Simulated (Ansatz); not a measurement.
## linear Tc chain under tension and compression

Aim: how do moment and conductance of the linear Tc chain follow its length?

Method: DFT PBE, plane waves, PAW; relaxation of a chain's period, in the first sound run; inputs show where later runs differ, in Ansatz 0.2.0.

**1. The starting structure**

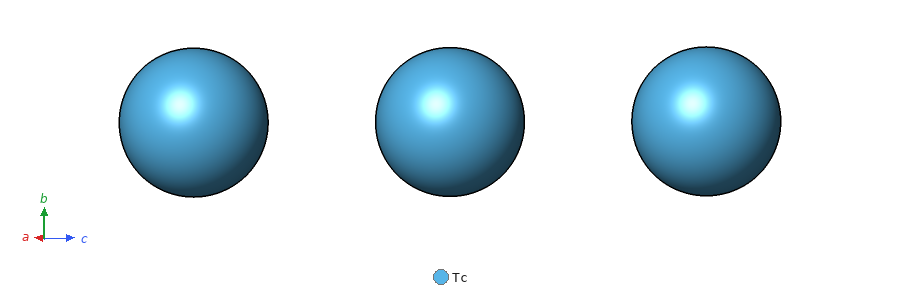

The starting structure, seen from the side, with the c axis across the page (technetium blue). 1×1×2 cells are drawn. Some periodic images of atoms are drawn too.

The cell holds 1 atom: 1 Tc. Its edges and angles: a = 7.500 Å, b = 7.500 Å, c = 2.734 Å, α = 90.0°, β = 90.0°, γ = 90.0°. Vacuum lies along a and b. The structure's axis is c.

**2. The relaxed wire**

Band widths follow the bond lengths, so the chain is relaxed first. The atoms and the third cell vector are free; the box across stays fixed as vacuum. Moments are seeded so that a magnetic state can form if it lies lower. A Fermi-Dirac smearing is set since the result may be a metal. The pressure printed is a third of the stress's trace over the whole box, vacuum included; only the stress along the axis is relaxed.

The input, input.yaml:

```yaml
crystal:
  lattice:
    - [7.5, 0.0, 0.0]
    - [0.0, 7.5, 0.0]
    - [0.0, 0.0, 2.7342]
  atoms:
    - { symbol: Tc, position: [0.5, 0.5, 0.0], spin: 2.0 }
magnetization:
  spin_polarized: true
kpoints:
  mp_grid: { grid: [1, 1, 30] }
scf:
  occupations: { method: fermi_dirac, width: 0.05 }
hamiltonian:
  xc: pbe
relax:
  cell: { fix: [a, b, alpha, beta, gamma] }
  max_steps: 60
```

Launch:

```console
$ ansatz run input.yaml --threads 4 --pin off --max-ram 8192MiB --backend cpu --events-out ev --progress --plain --runs-dir out
```

Numbers of over 12 decimals in the logs are rounded to 6 here.

The log of the run:

```text
Engine: ansatz 0.2.0, aarch64-unknown-linux-gnu
Pseudopotentials: kind: paw
Pseudopotential: Tc, paw, valence charge 15, recommended cutoff 500 eV (normal), Tc.paw.azcp
Functional definition: PBE
  parameter kappa = 0.804
  parameter beta = 0.066725
  exchange = pbe_x(kappa = kappa, mu = beta*pi^2/3)
  correlation = pbe_c(beta = beta)
Crystal: 1 atoms, lattice volume = 153.799 Å³
Basis set: ecut = 500 eV, 3865 PW (Γ), exchange–correlation on 120×120×40 points (8 copies of the dense FFT grid, shifted against one another)
Bands: 13, of which v1, the nominal top of the filled ones, is band 8 counted from 1 (7 counted from 0)
Symmetry: 16 space group operations
Space group: P4/mmm (ITA 123), of the structure as read, at distance tolerance 5.4e-5 Å
Magnetic group: BNS 123.339 (UNI 999), of the structure as read, at distance tolerance 5.4e-5 Å
k-points: 16 of 30
Non-local potential: Tc, projectors of the file, l = 0: 3, l = 1: 3, l = 2: 2, l = 3: 2
PAW form: soft (Blöchl's): semilocal exchange-correlation on the pseudo side does not see the compensation charge
PAW one-centre angular grid: Tc, 590 points (default); XC on 64 Gauss nodes
Initial density: superposition of atomic densities (neutral atoms: chi_scale 0, normalization atom)
Starting moments: Σ|m| = 2 μB on 1 of 1 site
Initial wavefunctions: pseudopotential atomic-orbital guess
Functional: x = pbe(κ = 0.804, μ = 0.219515), c = pbe(β = 0.066725)
SCF iter   1: F=—  HF=-5392.503213 eV  |F-HF|=—  |Δ(HF+E_count)|=         —  Δρ=1.87e-2 (↑1.80e-2 ↓1.87e-2)  dr2=1.32e0  dr2_m=3.32e-1  M=2.543 μB ∫|m|=2.543 μB  β_m=0.30  ethr=3.10e-3  ⟨swp⟩=5.4  Hψ=2221  notcnv=0
Mixer restart at iter 1: flushing history
preconditioner: auto → LDOS  [metal: Δε(μ)=0.048 eV  Ē_g=4.677 eV  σ=0.050 eV  W_gap=0.23  n_scr=12 (ndim 8)  ℏωp=7.9 eV  f_vac=0.616  D(μ)=4.49/eV (n_scr^D=20)]
spin=Collinear: LDOS preconditioning applied to the charge; magnetization (m = ρ↑ − ρ↓) channel mixes plain (no charge-response kernel on spin).
SCF iter   2: F=—  HF=-5392.638199 eV  |F-HF|=—  |Δ(HF+E_count)|=   1.35e-1  Δρ=1.34e-2 (↑1.32e-2 ↓1.34e-2)  dr2=6.84e-1  dr2_m=1.81e-1  M=2.677 μB ∫|m|=2.677 μB  β_m=0.65  ethr=3.10e-3  ⟨swp⟩=2.2  Hψ=845  notcnv=0  defer=2
SCF iter   3: F=—  HF=-5392.862804 eV  |F-HF|=—  |Δ(HF+E_count)|=   2.25e-1  Δρ=5.85e-3 (↑5.85e-3 ↓5.17e-3)  dr2=5.83e-2  dr2_m=3.42e-2  M=3.222 μB ∫|m|=3.222 μB  β_m=0.82  ethr=3.10e-3  ⟨swp⟩=3.1  Hψ=814  notcnv=0  defer=2
SCF iter   4: F=—  HF=-5392.981333 eV  |F-HF|=—  |Δ(HF+E_count)|=         —  Δρ=4.99e-3 (↑4.99e-3 ↓4.05e-3)  dr2=1.52e-2  dr2_m=2.53e-2  M=3.696 μB ∫|m|=3.696 μB  β_m=0.82  ethr=3.88e-4  ⟨swp⟩=3.2  Hψ=1046  notcnv=0  defer=4
Mixer restart at iter 4: flushing history
SCF iter   5: F=—  HF=-5392.981420 eV  |F-HF|=—  |Δ(HF+E_count)|=   8.69e-5  Δρ=1.87e-3 (↑1.87e-3 ↓1.24e-3)  dr2=2.52e-3  dr2_m=3.16e-3  M=3.744 μB ∫|m|=3.744 μB  β_m=0.91  ethr=1.02e-4  ⟨swp⟩=2.1  Hψ=765  notcnv=0  defer=5
SCF iter   6: F=—  HF=-5392.981896 eV  |F-HF|=—  |Δ(HF+E_count)|=   4.76e-4  Δρ=5.56e-4 (↑5.56e-4 ↓2.54e-4)  dr2=6.67e-4  dr2_m=1.64e-4  M=3.787 μB ∫|m|=3.787 μB  β_m=0.91  ethr=1.68e-5  ⟨swp⟩=2.5  Hψ=721  notcnv=0  defer=5
SCF iter   7: F=—  HF=-5392.981859 eV  |F-HF|=—  |Δ(HF+E_count)|=   3.69e-5  Δρ=1.41e-4 (↑1.41e-4 ↓1.24e-4)  dr2=2.55e-5  dr2_m=1.62e-5  M=3.790 μB ∫|m|=3.790 μB  β_m=0.95  ethr=4.45e-6  ⟨swp⟩=2.6  Hψ=770  notcnv=0  defer=5
SCF iter   8: F=—  HF=-5392.981872 eV  |F-HF|=—  |Δ(HF+E_count)|=   1.33e-5  Δρ=3.01e-5 (↑2.63e-5 ↓3.01e-5)  dr2=3.32e-6  dr2_m=9.36e-8  M=3.790 μB ∫|m|=3.790 μB  β_m=0.96  ethr=1.70e-7  ⟨swp⟩=2.5  Hψ=771  notcnv=0  defer=5
SCF iter   9: F=—  HF=-5392.981874 eV  |F-HF|=—  |Δ(HF+E_count)|=   1.68e-6  Δρ=4.33e-6 (↑4.33e-6 ↓4.16e-6)  dr2=9.05e-8  dr2_m=1.93e-9  M=3.790 μB ∫|m|=3.790 μB  β_m=0.98  ethr=2.21e-8  ⟨swp⟩=2.2  Hψ=666  notcnv=0  defer=5
SCF iter  10: F=-5392.981874 eV  HF=-5392.981874 eV  |F-HF|=5.59e-9  |Δ(HF+E_count)|=   7.83e-8  Δρ=8.30e-7 (↑8.30e-7 ↓7.34e-7)  dr2=1.02e-9  dr2_m=3.45e-10  M=3.790 μB ∫|m|=3.790 μB  ethr=6.04e-10  ⟨swp⟩=2.2  Hψ=1354  notcnv=0
SCF 1 converged in 10 iterations: F = -5392.981874 eV  dr2 = 1.02e-9
  greatest PAW one-centre occupation: 0.989 electrons in one spin orbital (limit 2), on the Tc atom at site 0 (counted from 0), in its partial waves of l = 0
relax step   1: F+E_penalty+E_count = -5392.98187421 eV  Δ(F+E_penalty+E_count) = +0.000e0 eV  max|allowed force component| = 0.000e0 eV/Å  Δτ_max = 0.0000 Å  P = -1.375 GPa  Ω = 153.799 Å³  fix = [a, b, alpha, beta, gamma]  reactions: a -0.162, b -0.162 GPa  (10 SCF iters, dr2 threshold 1.00e-7 eV, accepted)
Crystal: 1 atoms, lattice volume = 146.301 Å³
Basis set: ecut = 500 eV, 3745 PW (Γ), exchange–correlation on 120×120×40 points (8 copies of the dense FFT grid, shifted against one another)
Initial density: handed on by an earlier stage of this run
Starting moments: Σ|m| = 2 μB on 1 of 1 site; this step starts from the density that it was given
Initial wavefunctions: those handed on with the density
iter 1 solved again at ethr=9.85e-5 eV; its pass at ethr=3.10e-3 eV (dr2=1.48e-2 eV) is discarded
SCF iter   1: F=—  HF=-5393.183452 eV  |F-HF|=—  |Δ(HF+E_count)|=         —  Δρ=6.93e-3 (↑6.93e-3 ↓4.85e-3)  dr2=1.56e-2  dr2_m=4.16e-2  M=3.401 μB ∫|m|=3.401 μB  β_m=0.30  ethr=9.85e-5  ⟨swp⟩=1.0  Hψ=2904  notcnv=0
preconditioner: auto → LDOS  [metal: Δε(μ)=0.011 eV  Ē_g=5.028 eV  σ=0.050 eV  W_gap=0.05  n_scr=12 (ndim 8)  ℏωp=8.1 eV  f_vac=0.658  D(μ)=2.48/eV (n_scr^D=12)]
spin=Collinear: LDOS preconditioning applied to the charge; magnetization (m = ρ↑ − ρ↓) channel mixes plain (no charge-response kernel on spin).
SCF iter   2: F=—  HF=-5393.175071 eV  |F-HF|=—  |Δ(HF+E_count)|=   8.38e-3  Δρ=4.94e-3 (↑4.94e-3 ↓3.61e-3)  dr2=6.89e-3  dr2_m=2.21e-2  M=3.386 μB ∫|m|=3.386 μB  β_m=0.65  ethr=9.85e-5  ⟨swp⟩=2.1  Hψ=530  notcnv=0
SCF iter   3: F=—  HF=-5393.168501 eV  |F-HF|=—  |Δ(HF+E_count)|=   6.57e-3  Δρ=6.81e-4 (↑6.81e-4 ↓5.22e-4)  dr2=1.74e-4  dr2_m=4.15e-4  M=3.321 μB ∫|m|=3.322 μB  β_m=0.76  ethr=4.59e-5  ⟨swp⟩=2.5  Hψ=811  notcnv=0
SCF iter   4: F=—  HF=-5393.168884 eV  |F-HF|=—  |Δ(HF+E_count)|=   3.82e-4  Δρ=1.62e-4 (↑1.62e-4 ↓1.30e-4)  dr2=2.03e-5  dr2_m=2.11e-5  M=3.300 μB ∫|m|=3.300 μB  β_m=0.88  ethr=1.16e-6  ⟨swp⟩=2.8  Hψ=818  notcnv=0
SCF iter   5: F=—  HF=-5393.168969 eV  |F-HF|=—  |Δ(HF+E_count)|=   8.49e-5  Δρ=4.19e-5 (↑4.19e-5 ↓2.56e-5)  dr2=3.10e-6  dr2_m=1.35e-6  M=3.287 μB ∫|m|=3.287 μB  β_m=0.94  ethr=1.35e-7  ⟨swp⟩=2.4  Hψ=749  notcnv=0
[...]
relax step   5: F+E_penalty+E_count = -5393.75779309 eV  Δ(F+E_penalty+E_count) = -1.870e-1 eV  max|allowed force component| = 0.000e0 eV/Å  Δτ_max = 0.0000 Å  P = -0.800 GPa  Ω = 123.808 Å³  energy of the carried Pulay correction = +2.620e-4 eV  fix = [a, b, alpha, beta, gamma]  reactions: a -0.237, b -0.237 GPa  (12 SCF iters, dr2 threshold 1.00e-7 eV, accepted)
[...]
relax step   6: F+E_penalty+E_count = -5393.64257566 eV  Δ(F+E_penalty+E_count) = +1.152e-1 eV  max|allowed force component| = 0.000e0 eV/Å  Δτ_max = 0.0000 Å  P = +2.434 GPa  Ω = 116.450 Å³  energy of the carried Pulay correction = +3.301e-4 eV  fix = [a, b, alpha, beta, gamma]  (8 SCF iters, dr2 threshold 1.00e-7 eV, rejected (line search))
[...]
relax step   7: F+E_penalty+E_count = -5393.76848674 eV  Δ(F+E_penalty+E_count) = -1.069e-2 eV  max|allowed force component| = 0.000e0 eV/Å  Δτ_max = 0.0000 Å  P = -0.287 GPa  Ω = 122.347 Å³  energy of the carried Pulay correction = +2.753e-4 eV  fix = [a, b, alpha, beta, gamma]  reactions: a -0.239, b -0.239 GPa  (10 SCF iters, accepted)
[...]
relax step   8: F+E_penalty+E_count = -5393.76889712 eV  Δ(F+E_penalty+E_count) = -4.104e-4 eV  max|allowed force component| = 0.000e0 eV/Å  Δτ_max = 0.0000 Å  P = -0.150 GPa  Ω = 121.983 Å³  energy of the carried Pulay correction = +2.787e-4 eV  fix = [a, b, alpha, beta, gamma]  reactions: a -0.239, b -0.239 GPa  (7 SCF iters, dr2 threshold 1.00e-7 eV, accepted)
Basis set: ecut = 500 eV, 3055 PW (Γ), exchange–correlation on 120×120×32 points (8 copies of the dense FFT grid, shifted against one another)
Initial wavefunctions: pseudopotential atomic-orbital guess (no wavefunctions were taken with the density)
iter 1 solved again at ethr=1.52e-7 eV; its pass at ethr=3.10e-3 eV (dr2=2.29e-5 eV) is discarded
SCF iter   1: F=—  HF=-5393.768488 eV  |F-HF|=—  |Δ(HF+E_count)|=         —  Δρ=5.55e-5 (↑5.54e-5 ↓5.55e-5)  dr2=3.67e-6  dr2_m=1.28e-11  M=0.000 μB ∫|m|=0.000 μB  β_m=0.65  ethr=1.52e-7  ⟨swp⟩=3.6  Hψ=3640  notcnv=0
preconditioner: auto → Resta (q_TF=auto, 1.924 Å⁻¹)  ε∞=2.9  [insulator: Δε(μ)=0.217 eV  Ē_g=6.377 eV  σ=0.050 eV  W_gap=0.73  n_scr=20 (ndim 8)  ℏωp=8.9 eV  f_vac=0.660  D(μ)=1.50/eV (n_scr^D=8)  ε∞_Penn≈2.9  vacuum switching on, ρ_ref=2.9e-3 e/Å³]
spin=Collinear: Resta preconditioning applied to the charge; magnetization (m = ρ↑ − ρ↓) channel mixes plain (no charge-response kernel on spin).
SCF iter   2: F=—  HF=-5393.768491 eV  |F-HF|=—  |Δ(HF+E_count)|=   2.98e-6  Δρ=2.11e-5 (↑2.11e-5 ↓2.10e-5)  dr2=5.03e-7  dr2_m=6.50e-12  M=0.000 μB ∫|m|=0.000 μB  β_m=0.45  ethr=2.44e-8  ⟨swp⟩=2.9  Hψ=664  notcnv=0
SCF iter   3: F=—  HF=-5393.768493 eV  |F-HF|=—  |Δ(HF+E_count)|=   2.25e-6  Δρ=1.43e-5 (↑1.43e-5 ↓1.43e-5)  dr2=1.94e-7  dr2_m=4.51e-12  M=0.000 μB ∫|m|=0.000 μB  β_m=0.72  ethr=3.36e-9  ⟨swp⟩=2.4  Hψ=572  notcnv=0
SCF iter   4: F=—  HF=-5393.768496 eV  |F-HF|=—  |Δ(HF+E_count)|=   2.50e-6  Δρ=3.99e-6 (↑3.99e-6 ↓3.95e-6)  dr2=9.53e-8  dr2_m=1.15e-12  M=0.000 μB ∫|m|=0.000 μB  β_m=0.86  ethr=1.29e-9  ⟨swp⟩=2.7  Hψ=649  notcnv=0
SCF iter   5: F=—  HF=-5393.768496 eV  |F-HF|=—  |Δ(HF+E_count)|=   3.08e-7  Δρ=7.29e-7 (↑7.22e-7 ↓7.29e-7)  dr2=2.77e-9  dr2_m=1.71e-13  M=0.000 μB ∫|m|=0.000 μB  β_m=0.93  ethr=6.36e-10  ⟨swp⟩=2.1  Hψ=632  notcnv=0
SCF iter   6: F=—  HF=-5393.768496 eV  |F-HF|=—  |Δ(HF+E_count)|=   1.21e-8  Δρ=1.03e-7 (↑9.95e-8 ↓1.03e-7)  dr2=5.34e-11  dr2_m=1.70e-14  M=0.000 μB ∫|m|=0.000 μB  β_m=0.97  ethr=1.85e-11  ⟨swp⟩=2.0  Hψ=614  notcnv=0
SCF iter   7: F=—  HF=-5393.768496 eV  |F-HF|=—  |Δ(HF+E_count)|=   1.20e-7  Δρ=6.36e-8 (↑6.36e-8 ↓6.36e-8)  dr2=8.00e-12  dr2_m=1.64e-15  M=0.000 μB ∫|m|=0.000 μB  β_m=0.89  ethr=1.00e-12  ⟨swp⟩=2.6  Hψ=662  notcnv=0
SCF iter   8: F=—  HF=-5393.768496 eV  |F-HF|=—  |Δ(HF+E_count)|=  5.46e-12  Δρ=2.55e-8 (↑2.55e-8 ↓2.50e-8)  dr2=1.35e-12  dr2_m=6.13e-16  M=0.000 μB ∫|m|=0.000 μB  β_m=0.95  ethr=1.00e-12  ⟨swp⟩=1.0  Hψ=416  notcnv=0
SCF iter   9: F=-5393.768496 eV  HF=-5393.768496 eV  |F-HF|=9.09e-13  |Δ(HF+E_count)|=  1.18e-11  Δρ=6.07e-9 (↑6.07e-9 ↓5.91e-9)  dr2=2.61e-13  dr2_m=2.53e-17  M=0.000 μB ∫|m|=0.000 μB  ethr=1.00e-12  ⟨swp⟩=4.1  Hψ=1558  notcnv=0
the starting moments were not kept: the SCF closed with an absolute magnetisation of 1.1e-8 μB, where they sum to 2 μB in size (1 site). That is at most 0.1 of that sum. Measured as dr2_m measures the in/out step, that magnetisation stands 5.3e-17 eV from none, at or under the dr2_threshold of 1.0e-11 eV: it is no larger than a step whose dr2_m would equal this threshold.
SCF 9 converged in 9 iterations: F = -5393.768496 eV  dr2 = 2.61e-13
relax step   9: F+E_penalty+E_count = -5393.76849589 eV  Δ(F+E_penalty+E_count) = +4.012e-4 eV  max|allowed force component| = 0.000e0 eV/Å  Δτ_max = 0.0000 Å  P = -0.149 GPa  Ω = 121.983 Å³  fix = [a, b, alpha, beta, gamma]  reactions: a -0.238, b -0.238 GPa  stress off target by 3.04e-2 GPa on what of the cell is left free  SCF on the basis re-selected at this cell (its energy is not comparable with the rows above)  (9 SCF iters)
basis re-selected at this cell: Δ(F+E_penalty+E_count) = +4.012e-4 eV, ΔP = +0.001 GPa vs the last step (what re-selecting the basis moved, of the pressure what is left beyond the Pulay correction that the steps carried, after the strain that the cell walked since its last selection, with what the two solves' SCF thresholds leave and, on support functions, any second-order correction that the steps lacked; it is no measure of the basis error at this ecutwfc). The dense FFT grid was sized anew with the basis: this SCF ran on 60×60×16 points, the steps before it on 60×60×20, so part of this shift can come from that change (see relax.cell in the input reference). [rest of the remark cut]
SCF converged after 9 iterations
Magnetization: 0.0000 μB (7.5000 up, 7.5000 down)
Absolute magnetization: 0.0000 μB (∫|ρ↑−ρ↓|, with the PAW one-centre terms)
Spin contamination: 0.0000 ħ² per cell (⟨S²⟩ above its minimum at these occupations)
Per-site moments (μB) at R_I (Å): [(7.041380372937136e-9, 0.894539)]
Free energy (F): -5393.768496 eV
Harris-Foulkes:  -5393.768496 eV  (|F-HF|=9.09e-13)
Internal energy: -5393.755584 eV  (E = F + TS)
E sigma→0 (E₀):  -5393.762040 eV
Entropy (-TS):   -0.012912 eV (-12.912 meV/atom)
Fermi energy:    -1.607522 eV
--- Per-component energies (eV) ---
  E_band       = -403.009602
  E_kinetic    = 627.336417
  E_local      = -4125.081463  (includes V_loc(G=0)·N_el)
  E_nonlocal   = 286.942948
  E_hartree    = 1609.370681
  E_xc         = -236.427212
  E_vxc        = -290.621785  (∫ρ·V_xc dr)
  E_paw        = -3278.554655  (= ΣΔE_a)
  E_vpaw       = -120.327090  (= ΣTr[D̂ρ^β])
  E_aug_tail   = -0.000029  (compensation charges beyond the density's cutoff)
  E_ewald      = -277.342272
  E_smearing   = -0.012912  (= −TS)
  E_closure    = 0.000000  (closes the sum)
  Σ components = -5393.768496   (vs F -5393.768496, Δ=0.00e0)
--- Forces (eV/Å), atoms counted from 1 ---
  atom   1  Tc     0.00000000    -0.00000000     0.00000000
  max |Σ_I F_I| component: 6.31e-29 eV/Å
--- Stress (GPa, compression-positive) ---
       -0.238345       0.000000       0.000000
        0.000000      -0.238345       0.000000
        0.000000       0.000000       0.030437
  P = ⅓ Tr σ = -0.1488 GPa (-1.488 kbar)
--- Relaxed structure (8 steps of the walk, 7 accepted, 1 SCFs on fresh bases) ---
  F+E_penalty+E_count = -5393.76849589 eV   max|allowed force component| = 0.000e0 eV/Å   (the final SCF, on the basis selected at the relaxed cell)
  cell:  # Å, volume = 121.9826 Å³
    - [7.5, 0.0, 0.0]
    - [0.0, 7.5, 0.0]
    - [0.0, 0.0, 2.168580]
  atoms:
    - { symbol: Tc, position: [0.5, 0.5, 0.0] }
```

Wall time 12 s (4 threads of Arm Neoverse V2, shared host); peak memory 0.44 GiB.

Step by step:

```
step  energy less that of the first step (eV)  largest force component (eV/Å)  pressure (GPa)  volume (Å³)
   1                                   0.0000                          0.0000           -1.38       153.80
   2                                  -0.1871                          0.0000           -1.55       146.30
   3                                  -0.4016                          0.0000           -1.65       138.80
   4                                  -0.5889                          0.0000           -1.09       131.31
   5                                  -0.7759                          0.0000           -0.80       123.81
   6                                  -0.6607                          0.0000            2.43       116.45
   7                                  -0.7866                          0.0000           -0.29       122.35
   8                                  -0.7870                          0.0000           -0.15       121.98
  9*                                  -0.7866                          0.0000           -0.15       121.98
```

Relaxation steps marked * repeat the geometry before them on a plane-wave basis chosen anew for their cell, so energy and pressure can jump there. Relaxation step 6 was tried and not accepted.

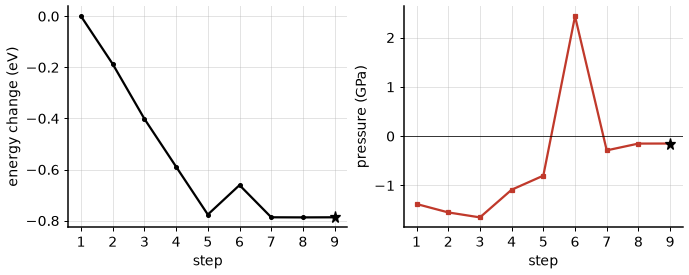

Energy and pressure along the relaxation. Stars mark steps on a basis chosen anew.

```
cell as run  before  after   change
      c (Å)   2.734  2.169  -20.7 %
```

Final coordinates:

```cif
data_structure
_symmetry_space_group_name_H-M 'P 1'
_symmetry_Int_Tables_number 1
_cell_length_a 7.5000
_cell_length_b 7.5000
_cell_length_c 2.1686
_cell_angle_alpha 90.000
_cell_angle_beta 90.000
_cell_angle_gamma 90.000
_cell_volume 121.98
loop_
_atom_site_label
_atom_site_type_symbol
_atom_site_fract_x
_atom_site_fract_y
_atom_site_fract_z
_atom_site_occupancy
Tc1 Tc 0.50000 0.50000 0.00000 1
```

This step gave:

* energy at zero smearing: -5393.7620 eV
* cell length along the wire: 2.169 Å

The cell's length comes to 2.169 Å with no moment. That is -21 % against the start, more than a small adjustment.

The cell shrank by 20.7 % in its periodic edges.

(Part 1 of 3 ends here.)

[Logs are printed without paths, hosts, clocks, repeated set-up lines and the standing remarks that a program may print on its own settings, such as how far it seeks lower states.]

[Hosts, paths, dates, database ids (printed as entryN), source tags and the programs' standing remarks are cut or masked in the printed files.]
